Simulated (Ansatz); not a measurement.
Consider Zr6GeRu.

The calculation's input:

```
crystal:
  lattice:
    - [3.3550613226, 0.0, 0.0]
    - [0.0, 3.3550613226, 0.0]
    - [0.0, 0.0, 13.7017488116]
  atoms:
    - { symbol: Zr, position: [0.5, 0.5, 0.3933175227] }
    - { symbol: Zr, position: [0.5, 0.5, 0.6066824773] }
    - { symbol: Zr, position: [0.5, 0.5, 0.8874786092] }
    - { symbol: Zr, position: [0.0, 0.0, 0.7439658082] }
    - { symbol: Zr, position: [0.5, 0.5, 0.1125213908] }
    - { symbol: Zr, position: [0.0, 0.0, 0.2560341918] }
    - { symbol: Ge, position: [0.0, 0.0, 0.5] }
    - { symbol: Ru, position: [0.0, 0.0, 0.0] }
basis:
  ecutwfc: 420
kpoints:
  mp_grid: { grid: [10, 10, 4] }
hamiltonian:
  xc: pbe
scf:
  occupations: { method: gaussian, width: 0.1 }
output:
  forces: true
  stress: true
  eigenvalues: true
  write_density: true
  write_potential: true
  elf: true
  volumetric_format: npy
relax:
  adjacent_minimum: "off"
  f_tol: 0.01
  max_steps: 30
  cell: { stress_tol: 0.1, fix: [volume] }
```

Run with:

```sh
ansatz run input.yaml --threads 1 --pin off --max-ram 2560MiB --backend cpu --events-out ev --progress --plain --runs-dir out
```

Below, planes, directions and counts refer to the conventional cell (a = 3.36 Å, b = 3.36 Å, c = 13.63 Å, α = 90.00°, β = 90.00°, γ = 90.00°).

The fields are those of the relaxed geometry.

Space group P4/mmm; a generated structure, not necessarily the stable one; changed on purpose from its base cell (volume × 0.94, shape and atoms relaxed); computed pressure about 8 GPa in this cell; computed without spin polarisation.

These are results of DFT PBE, scalar-relativistic, plane waves, PAW in Ansatz, not measurements.

Question: What will maps of the valence pseudo-density and electron localisation function show?

Answer: Zr–Ge (2.79 Å): ρ is about 0.28 e/Å³ halfway; the ELF peaks at about 0.50 in the valence shell of Ge, 1.2 Å from its nucleus, and is about 0.30 at the midpoint.
Zr–Ru (2.84 Å): ρ is about 0.29 e/Å³ halfway; the ELF is about 0.25 at the midpoint; no localised pair shows between them.
Zr–Zr (2.92 Å): the density is about 0.23 e/Å³ at the midpoint; the ELF is about 0.15 at the midpoint (no shared electron pair shows on this line).
The ELF has a maximum of about 0.70 in the space between the atoms, 1.9 Å from four Zr atoms, on no atom or two-centre bond.

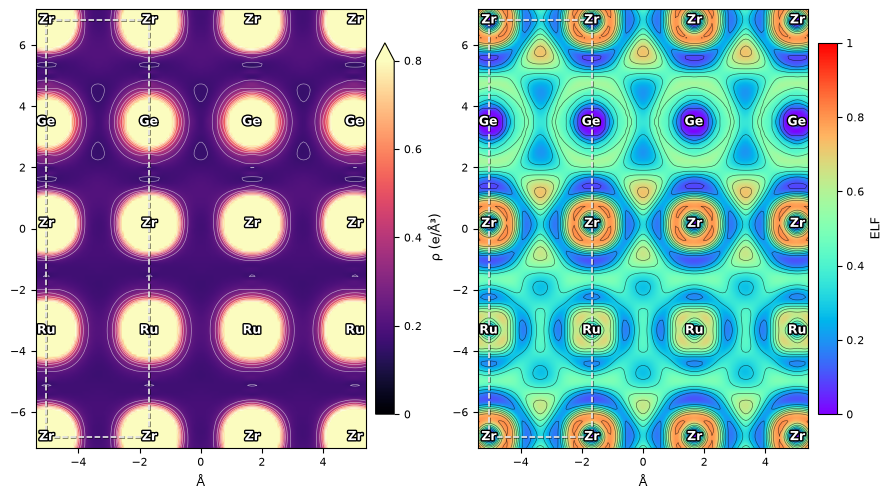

Computed valence pseudo-density and electron localisation function on the (100) plane of the conventional cell, in this order. 

In a PAW calculation such maps are meaningful between the atoms, not at the nuclei.
